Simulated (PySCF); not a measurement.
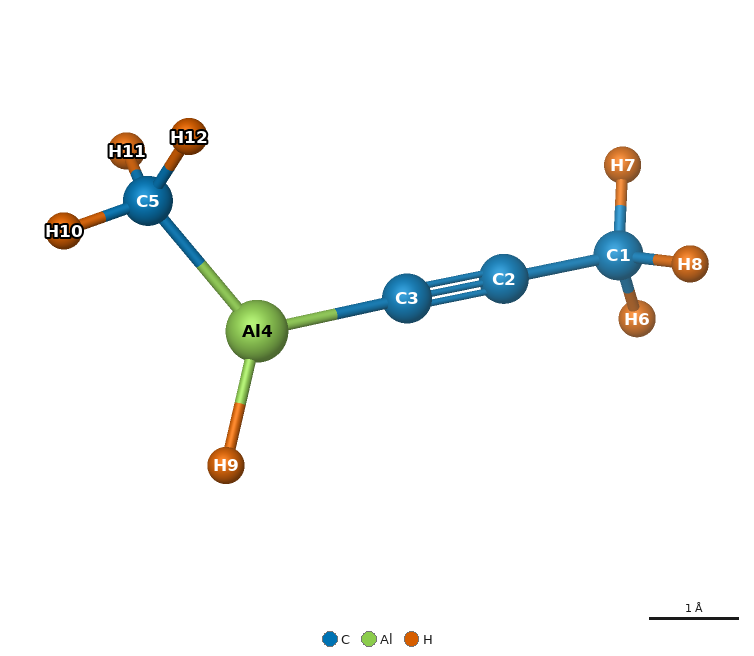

The geometry was computed by an optimisation with PBE0-D3(BJ)/def2-SVP. No frequency run is at hand to confirm it as a minimum.

Q: What is the geometry at Al4?

A: Al4 has 3 neighbours (C3 at 1.91, C5 at 1.95, H9 at 1.59 Å); the arrangement is trigonal planar.

Q: How are the neighbours of atom 5 arranged?

A: C5 has 4 neighbours (Al4 at 1.95, H10 at 1.10, H11 at 1.10, H12 at 1.10 Å); the arrangement is tetrahedral.

Q: Describe the coordination of atom 2.

A: C2 has 2 neighbours (C1 at 1.45, C3 at 1.23 Å); the arrangement is linear.

Q: How are the neighbours of atom 1 arranged?

A: C1 has 4 neighbours (C2 at 1.45, H6 at 1.10, H7 at 1.10, H8 at 1.10 Å); the arrangement is tetrahedral.
